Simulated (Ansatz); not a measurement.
A series of calculations on CH$_{9}$NSi

**1. Relaxation**

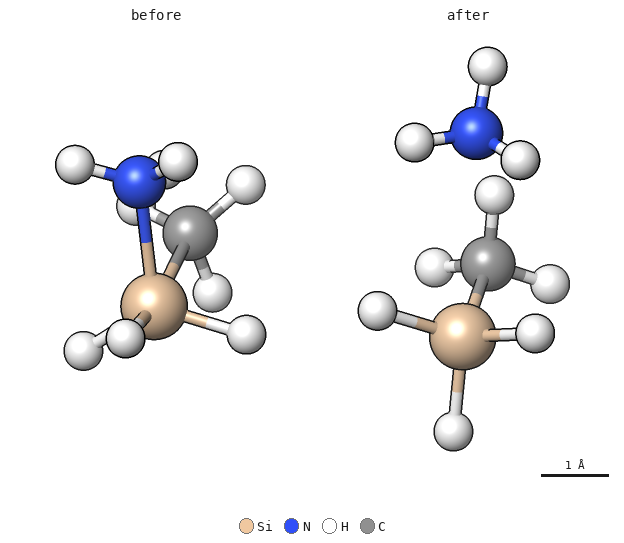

The structure of CH₉NSi (started from a transition state, displaced along its imaginary mode) before (left) and after (right) a relaxation, at one scale.

Style: ball-and-stick. Shown from a free direction.

All numbers below come from RKS PBE0-D4/def2-TZVP (Ansatz 0.2.0). Settings: force threshold 0.005 eV/Å; at most 200 steps.

Q: Summarise the run.

A: The energy falls by 239.9 kJ/mol in 34 accepted moves (38 points after the start). The largest force component goes from 7.2 to 0.0018 eV/Å. The line search rejected the trial steps at points 12, 15, 18, 19 of the run. The forces were under the threshold at step 26, but the run went on from there. The atom that moves furthest after the best rigid fit is an H atom (1.92 Å). By element the largest moves are H 1.92 Å, N 0.89 Å, Si 0.72 Å, C 0.55 Å. Near-neighbour distances that change, for instance: H–Si 2.069 → 4.317 Å, N–Si 1.960 → 3.391 Å, C–Si 2.186 → 1.866 Å, H–N 0.901 → 1.013 Å. Bonds break, among them: N–Si (1.96 → 3.39 Å). Bond angles that change, for instance: H–Si–C 167.6° → 111.7°, H–Si–C 87.5° → 111.7°, H–Si–C 88.9° → 110.6°. The run took 59 s on 4 threads of Arm Neoverse V1, on a shared host.

**2. Relaxation**

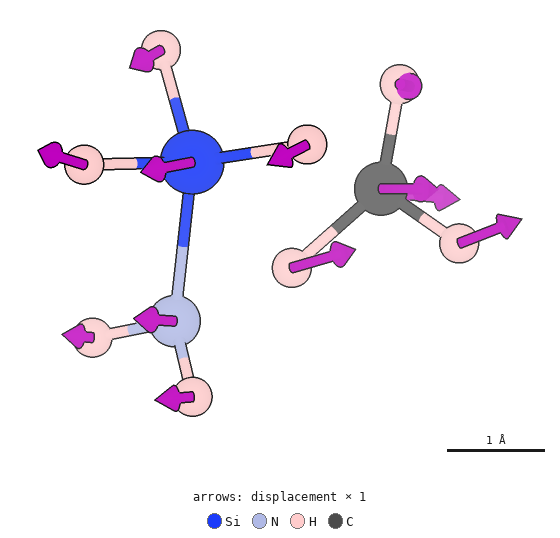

A relaxation of CH9NSi (started from a transition state, displaced along its imaginary mode). The starting structure is drawn; purple arrows show the displacements, at their true length. The two geometries are superimposed by the best rigid fit.

The picture is a ball-and-stick view, seen at a tilt.

Theory: RKS PBE0-D4/def2-TZVP in Ansatz 0.2.0. Settings: force threshold 0.005 eV/Å; at most 200 steps.

Q: What did the optimiser do to the structure, and how much energy did it gain?

A: The largest move after the best rigid fit is that of an H atom, 0.95 Å. Largest moves by element: H 0.95 Å, C 0.77 Å, Si 0.71 Å, N 0.54 Å. Among the contacts that change: C–Si 2.515 → 3.970 Å, H–N 1.453 → 2.796 Å, H–Si 1.971 → 3.248 Å, C–H 1.266 → 1.090 Å. Among the angles between lasting bonds that change: H–C–H 133.9° → 109.4°, N–Si–H 99.0° → 115.7°, H–C–H 97.3° → 109.6°. Over 28 accepted moves (33 points after the start) the energy falls by 196.7 kJ/mol. Largest force component: 2.7 eV/Å at the start, 0.001 eV/Å at the end. The line search rejected the trial steps at points 20, 26, 27, 31, 32 of the run. The forces were under the threshold at step 16, but the run went on from there. Cost: 51 s on 4 threads of Arm Neoverse V1 (shared host).

**3. Reaction**

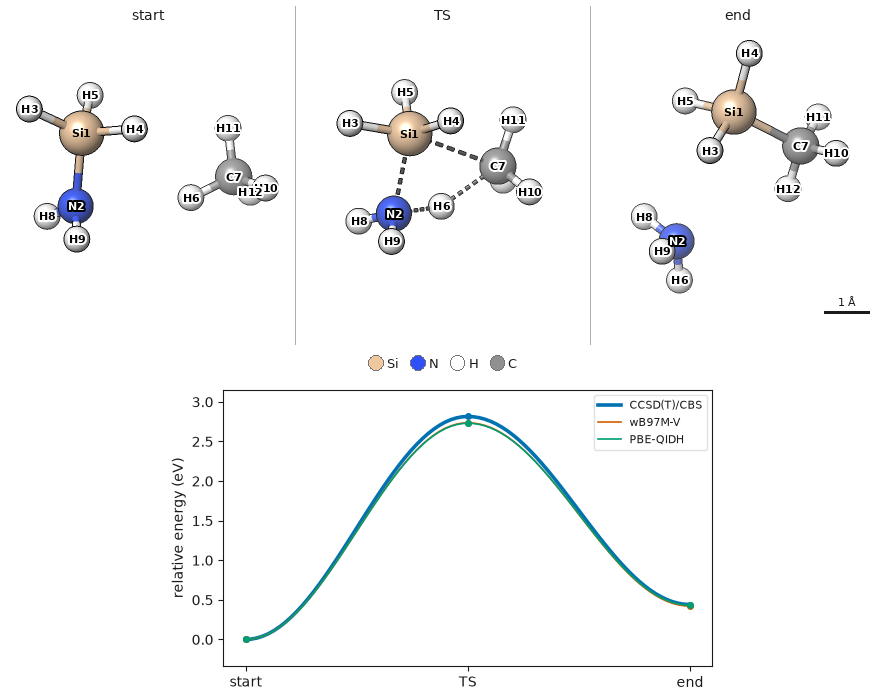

A reaction step of CH9NSi, with its energy diagram. Style: ball-and-stick. Shown at a tilt. Dashed sticks mark bonds that form or break.

Stationary points at PBE0-D4/def2-TZVP, single-point energies with CCSD(T)/CBS, wB97M-V, PBE-QIDH (def2-TZVPP where no basis is named; Ansatz 0.2.0). The energies are electronic, without zero-point or thermal terms, and both ends are the minima reached downhill from the saddle, with any fragments still in contact. CCSD(T)/CBS stands for a frozen-core estimate: MP2 correlation extrapolated from def2-TZVPP and def2-QZVPP, CCSD(T) minus MP2 from the smaller set.

Describe the step and its energetics.

Counted by bonded pieces, the start holds CH₄ + SiH₅N and the end holds CH₆Si + NH₃. From the start over the saddle to the end, bonds form: Si1–C7 (3.97 → 2.35 → 1.87 Å), N2–H6 (2.80 → 1.17 → 1.01 Å). Bonds break: Si1–N2 (1.72 → 1.88 → 3.39 Å), H6–C7 (1.09 → 1.57 → 4.16 Å). The saddle has one imaginary mode, 1177i cm⁻¹. With CCSD(T)/CBS the barrier is 2.82 eV from the start and 2.38 eV from the end, and the end lies 0.44 eV above the start.

```tsv
level	barrier from the start (eV)	barrier from the end (eV)	the end less the start (eV)
CCSD(T)/CBS	2.82	2.38	0.44
wB97M-V	2.74	2.32	0.42
PBE-QIDH	2.73	2.30	0.43
```

Limits of the set-up: the start holds two separate molecules, 2.8 Å apart at their closest, whose relative position is a soft coordinate.
